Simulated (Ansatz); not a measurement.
# Molecular dynamics of C₂H₁₀Si₂ (part 2 of 2)

Continued. System: C₂H₁₀Si₂, SMILES CC([SiH3])[SiH3]. Method: RKS revPBE/6-31G* (Ansatz 0.2.0). The geometry comes from this level: PBE0-D4/def2-TZVP.

Geometry of the input (Å):
```
C  -0.8553  1.2190  -0.5229
C  -0.3868  0.0035  0.2889
Si 1.2250  0.3569  1.1830
Si -0.2642  -1.5305  -0.7854
H  -0.9722  2.1052  0.1073
H  -1.8165  1.0334  -1.0106
H  -0.1366  1.4715  -1.3079
H  -1.1237  -0.2291  1.0696
H  1.0771  1.5586  2.0507
H  2.3066  0.6270  0.1963
H  1.6297  -0.7973  2.0299
H  0.1263  -2.7179  0.0213
H  0.7523  -1.3240  -1.8533
H  -1.5746  -1.8056  -1.4381
```

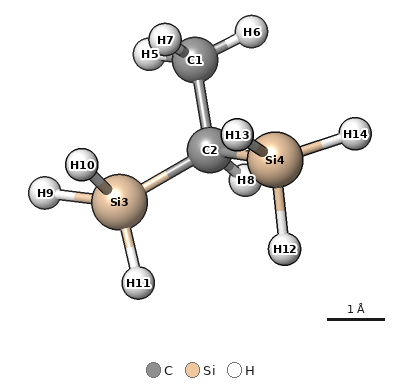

*The geometry at step 13 of the log (ball-and-stick view, seen at a tilt; atoms are numbered from 1 in the order of the input).*

### Trajectory as extended XYZ, continued
```
14
Properties=species:S:1:pos:R:3:forces:R:3 step=6 time_fs=3.0 energy=-17986.25832 temperature=1020.6
C    -0.9066    1.2734   -0.5243    3.2761  -1.6090  -0.6506
C    -0.3508   -0.0288    0.2667   -3.1014   1.3877   1.6916
Si    1.2202    0.3505    1.1983    0.6158   2.4237  -0.8514
Si   -0.2612   -1.5342   -0.7985    0.5076  -1.4950   0.3569
H    -0.8901    2.1616    0.0816   -0.6967   0.6345   0.6539
H    -1.8185    1.0120   -1.0307   -0.8759   0.3289  -0.3032
H    -0.0731    1.4907   -1.3002   -1.2600  -0.2282   0.5438
H    -1.1807   -0.3669    1.1052    1.5928   0.7886  -1.6058
H     1.3373    1.6729    2.0382   -0.5267  -0.8584  -0.3199
H     2.2712    0.6564    0.1508    0.0382  -0.2658   0.0806
H     1.5779   -0.7658    1.9746    0.6384  -1.5082   1.2059
H     0.0672   -2.6596    0.2601   -0.0208   0.5039  -1.0042
H     0.8548   -1.3541   -1.8591   -0.6756  -0.3116   0.3504
H    -1.6435   -1.9099   -1.3365    0.4882   0.2088  -0.1480
14
Properties=species:S:1:pos:R:3:forces:R:3 step=7 time_fs=3.5 energy=-17986.12113 temperature=932.4
C    -0.9133    1.2815   -0.5250    3.2983  -1.6209  -0.5579
C    -0.3466   -0.0334    0.2641   -3.2855   1.6039   1.7073
Si    1.2195    0.3500    1.2007    0.7716   2.5214  -0.8744
Si   -0.2606   -1.5352   -0.8006    0.5242  -1.6336   0.4565
H    -0.8811    2.1776    0.0832   -0.7697   0.3769   0.5033
H    -1.8268    1.0101   -1.0372   -0.6733   0.4375  -0.1666
H    -0.0706    1.4924   -1.2954   -1.3222  -0.2230   0.5163
H    -1.1792   -0.3847    1.0999    1.6176   0.8482  -1.6208
H     1.3776    1.6871    2.0344   -0.6243  -0.9849  -0.3586
H     2.2661    0.6598    0.1433    0.0088  -0.3136   0.1217
H     1.5738   -0.7712    1.9739    0.6377  -1.4712   1.1894
H     0.0572   -2.6470    0.2940   -0.0093   0.5447  -1.1462
H     0.8679   -1.3612   -1.8581   -0.7589  -0.3399   0.3897
H    -1.6525   -1.9262   -1.3208    0.5849   0.2546  -0.1597
14
Properties=species:S:1:pos:R:3:forces:R:3 step=9 time_fs=4.5 energy=-17985.92450 temperature=805.4
C    -0.9246    1.2968   -0.5267    3.0196  -1.5514  -0.2640
C    -0.3401   -0.0418    0.2598   -3.4358   2.0032   1.5924
Si    1.2184    0.3497    1.2052    1.1344   2.3563  -0.7699
Si   -0.2592   -1.5375   -0.8047    0.5298  -1.8189   0.6582
H    -0.8687    2.2114    0.0895   -0.8972  -0.2193   0.1433
H    -1.8475    1.0096   -1.0511   -0.1685   0.6548   0.1633
H    -0.0751    1.4943   -1.2821   -1.2642  -0.1656   0.3310
H    -1.1647   -0.4141    1.0777    1.4819   0.9051  -1.4729
H     1.4535    1.7081    2.0242   -0.8083  -1.1593  -0.3871
H     2.2559    0.6643    0.1293   -0.0327  -0.3970   0.1905
H     1.5700   -0.7921    1.9808    0.5440  -1.1148   0.9600
H     0.0372   -2.6178    0.3532    0.0314   0.5530  -1.3622
H     0.8885   -1.3777   -1.8533   -0.8610  -0.3788   0.4146
H    -1.6662   -1.9569   -1.2904    0.7267   0.3330  -0.1973
14
Properties=species:S:1:pos:R:3:forces:R:3 step=10 time_fs=5.0 energy=-17985.86015 temperature=763.6
C    -0.9293    1.3040   -0.5276    2.7606  -1.5124  -0.0689
C    -0.3379   -0.0454    0.2581   -3.3908   2.1965   1.4494
Si    1.2180    0.3499    1.2073    1.3217   2.1312  -0.6670
Si   -0.2585   -1.5389   -0.8067    0.5232  -1.8653   0.7589
H    -0.8657    2.2279    0.0934   -0.9452  -0.4999  -0.0268
H    -1.8588    1.0116   -1.0576    0.0814   0.7456   0.3260
H    -0.0820    1.4946   -1.2741   -1.1409  -0.1151   0.1746
H    -1.1520   -0.4256    1.0612    1.3112   0.8947  -1.3018
H     1.4886    1.7146    2.0177   -0.8909  -1.2067  -0.3786
H     2.2507    0.6651    0.1229   -0.0431  -0.4319   0.2158
H     1.5701   -0.8069    1.9879    0.4643  -0.8346   0.7754
H     0.0273   -2.6012    0.3780    0.0590   0.5245  -1.4349
H     0.8958   -1.3874   -1.8495   -0.8791  -0.3905   0.4009
H    -1.6705   -1.9711   -1.2759    0.7686   0.3639  -0.2230
14
Properties=species:S:1:pos:R:3:forces:R:3 step=11 time_fs=5.5 energy=-17985.81064 temperature=731.4
C    -0.9334    1.3108   -0.5286    2.4426  -1.4894   0.1583
C    -0.3364   -0.0485    0.2567   -3.2500   2.3985   1.2325
Si    1.2176    0.3502    1.2094    1.4990   1.8459  -0.5519
Si   -0.2577   -1.5405   -0.8086    0.5120  -1.8814   0.8589
H    -0.8649    2.2433    0.0973   -0.9778  -0.7419  -0.1728
H    -1.8698    1.0154   -1.0634    0.3031   0.8149   0.4711
H    -0.0916    1.4946   -1.2657   -0.9538  -0.0515  -0.0233
H    -1.1361   -0.4350    1.0417    1.0574   0.8485  -1.0526
H     1.5216    1.7182    2.0103   -0.9653  -1.2281  -0.3564
H     2.2454    0.6650    0.1171   -0.0459  -0.4618   0.2338
H     1.5714   -0.8237    1.9969    0.3736  -0.5212   0.5684
H     0.0175   -2.5833    0.3994    0.0904   0.4767  -1.4835
H     0.9009   -1.3979   -1.8447   -0.8749  -0.3976   0.3703
H    -1.6730   -1.9844   -1.2620    0.7897   0.3885  -0.2531
14
Properties=species:S:1:pos:R:3:forces:R:3 step=13 time_fs=6.5 energy=-17985.72358 temperature=674.6
C    -0.9404    1.3237   -0.5303    1.6833  -1.5151   0.7019
C    -0.3352   -0.0533    0.2547   -2.6238   2.8831   0.5167
Si    1.2174    0.3513    1.2135    1.7878   1.1896  -0.3413
Si   -0.2559   -1.5441   -0.8122    0.4759  -1.8247   1.0550
H    -0.8704    2.2681    0.1035   -0.9880  -1.0717  -0.3679
H    -1.8894    1.0289   -1.0713    0.6165   0.8732   0.6803
H    -0.1170    1.4945   -1.2496   -0.4061   0.1068  -0.5256
H    -1.0977   -0.4478    0.9957    0.2471   0.6047  -0.2717
H     1.5806    1.7165    1.9931   -1.0847  -1.1939  -0.2743
H     2.2345    0.6613    0.1071   -0.0283  -0.5066   0.2464
H     1.5763   -0.8601    2.0183    0.1882   0.1088   0.1516
H    -0.0013   -2.5443    0.4315    0.1626   0.3293  -1.5066
H     0.9051   -1.4219   -1.8325   -0.7987  -0.3999   0.2600
H    -1.6723   -2.0083   -1.2360    0.7683   0.4165  -0.3245
14
Properties=species:S:1:pos:R:3:forces:R:3 step=14 time_fs=7.0 energy=-17985.66992 temperature=639.8
C    -0.9433    1.3296   -0.5310    1.2808  -1.5655   1.0000
C    -0.3355   -0.0549    0.2538   -2.1254   3.1900   0.0026
Si    1.2175    0.3520    1.2154    1.8870   0.8521  -0.2654
Si   -0.2550   -1.5462   -0.8138    0.4497  -1.7532   1.1496
H    -0.8767    2.2768    0.1053   -0.9632  -1.1518  -0.4123
H    -1.8971    1.0388   -1.0729    0.6961   0.8588   0.7370
H    -0.1316    1.4947   -1.2432   -0.0737   0.1944  -0.8064
H    -1.0770   -0.4519    0.9713   -0.3202   0.3886   0.2689
H     1.6062    1.7114    1.9834   -1.1273  -1.1384  -0.2156
H     2.2289    0.6576    0.1029   -0.0086  -0.5214   0.2407
H     1.5796   -0.8784    2.0298    0.1034   0.3908  -0.0357
H    -0.0102   -2.5236    0.4421    0.2029   0.2318  -1.4794
H     0.9042   -1.4354   -1.8254   -0.7268  -0.3956   0.1812
H    -1.6691   -2.0187   -1.2241    0.7254   0.4193  -0.3653
14
Properties=species:S:1:pos:R:3:forces:R:3 step=16 time_fs=8.0 energy=-17985.53060 temperature=550.7
C    -0.9484    1.3406   -0.5317    0.5942  -1.7247   1.5334
C    -0.3372   -0.0560    0.2520   -0.8934   3.9102  -1.2160
Si    1.2182    0.3536    1.2193    1.9802   0.1969  -0.1945
Si   -0.2530   -1.5507   -0.8169    0.3761  -1.5253   1.3245
H    -0.8961    2.2859    0.1061   -0.8543  -1.1379  -0.3918
H    -1.9075    1.0646   -1.0707    0.6894   0.7429   0.7472
H    -0.1604    1.4967   -1.2367    0.5596   0.3581  -1.3056
H    -1.0396   -0.4579    0.9257   -1.6406  -0.1971   1.5149
H     1.6493    1.6931    1.9627   -1.1724  -0.9473  -0.0641
H     2.2177    0.6465    0.0964    0.0498  -0.5364   0.2068
H     1.5867   -0.9114    2.0522   -0.0382   0.8450  -0.3407
H    -0.0264   -2.4807    0.4529    0.2911  -0.0077  -1.3405
H     0.8975   -1.4651   -1.8101   -0.5184  -0.3779  -0.0192
H    -1.6578   -2.0366   -1.2031    0.5769   0.4012  -0.4546
14
Properties=species:S:1:pos:R:3:forces:R:3 step=17 time_fs=8.5 energy=-17985.46452 temperature=508.9
C    -0.9508    1.3456   -0.5317    0.3960  -1.8227   1.6985
C    -0.3383   -0.0554    0.2508   -0.3260   4.2435  -1.7658
Si    1.2188    0.3545    1.2212    1.9733  -0.1188  -0.2014
Si   -0.2520   -1.5532   -0.8182    0.3279  -1.3694   1.3996
H    -0.9089    2.2864    0.1050   -0.7721  -1.0445  -0.3264
H    -1.9102    1.0803   -1.0670    0.6030   0.6440   0.7005
H    -0.1731    1.4990   -1.2379    0.7793   0.4203  -1.4553
H    -1.0259   -0.4612    0.9077   -2.2283  -0.4849   2.0624
H     1.6667    1.6805    1.9520   -1.1721  -0.8098   0.0289
H     2.2123    0.6391    0.0939    0.0867  -0.5370   0.1803
H     1.5901   -0.9251    2.0623   -0.0942   1.0130  -0.4560
H    -0.0335   -2.4591    0.4534    0.3392  -0.1490  -1.2259
H     0.8921   -1.4813   -1.8024   -0.3859  -0.3652  -0.1374
H    -1.6499   -2.0441   -1.1942    0.4732   0.3803  -0.5021
14
Properties=species:S:1:pos:R:3:forces:R:3 step=19 time_fs=9.5 energy=-17985.42708 temperature=485.2
C    -0.9553    1.3544   -0.5305    0.4501  -2.0319   1.6714
C    -0.3408   -0.0517    0.2473    0.1460   4.5134  -2.2246
Si    1.2206    0.3561    1.2250    1.8590  -0.7352  -0.2975
Si   -0.2498   -1.5585   -0.8205    0.2135  -0.9756   1.5035
H    -0.9399    2.2801    0.1008   -0.5621  -0.6934  -0.0885
H    -1.9115    1.1159   -1.0546    0.2783   0.3768   0.5100
H    -0.1928    1.5065   -1.2507    0.8676   0.4791  -1.4098
H    -1.0156   -0.4718    0.8871   -2.6986  -0.7091   2.4816
H     1.6931    1.6497    1.9310   -1.1195  -0.4465   0.2492
H     2.2021    0.6203    0.0901    0.1702  -0.5249   0.1148
H     1.5963   -0.9450    2.0791   -0.1790   1.2365  -0.6165
H    -0.0451   -2.4173    0.4459    0.4425  -0.4714  -0.9010
H     0.8790   -1.5163   -1.7883   -0.0847  -0.3344  -0.3938
H    -1.6311   -2.0564   -1.1800    0.2168   0.3166  -0.5988
14
Properties=species:S:1:pos:R:3:forces:R:3 step=20 time_fs=10.0 energy=-17985.46726 temperature=510.3
C    -0.9574    1.3582   -0.5294    0.6994  -2.1372   1.4648
C    -0.3420   -0.0485    0.2449   -0.0614   4.3602  -2.0340
Si    1.2217    0.3569    1.2268    1.7559  -1.0387  -0.3853
Si   -0.2487   -1.5613   -0.8215    0.1529  -0.7410   1.5214
H    -0.9576    2.2743    0.0982   -0.4403  -0.4480   0.0769
H    -1.9110    1.1352   -1.0464    0.0558   0.2174   0.3740
H    -0.1994    1.5120   -1.2623    0.7308   0.4741  -1.2032
H    -1.0200   -0.4796    0.8857   -2.4705  -0.5581   2.2541
H     1.7022    1.6325    1.9213   -1.0657  -0.2217   0.3753
H     2.1976    0.6090    0.0886    0.2138  -0.5128   0.0795
H     1.5988   -0.9507    2.0853   -0.2093   1.2963  -0.6645
H    -0.0494   -2.3980    0.4387    0.4967  -0.6491  -0.6919
H     0.8719   -1.5350   -1.7825    0.0708  -0.3170  -0.5213
H    -1.6208   -2.0614   -1.1750    0.0712   0.2757  -0.6457
```

### Results in brief

| quantity | value |
| --- | --- |
| outcome | finished |
| mean temperature over the second half | 605 K |
| trajectory | 20 steps, 10 fs |
| ensemble | nve |
| temperature in the input | 1500 K |
| time step | 0.5 fs |
| potential energy (last step) | −17985.4673 eV |
| SCF solution under orbital rotations (last step) | stable |
| largest force (length of the vector) (last step) | 4.812 eV/Å |
| dipole moment (last step) | 1.51 D |
| wall time | 27 s (CPU time 100 s) |
| peak memory | 0.57 GiB |

So short a trajectory is not equilibrated.
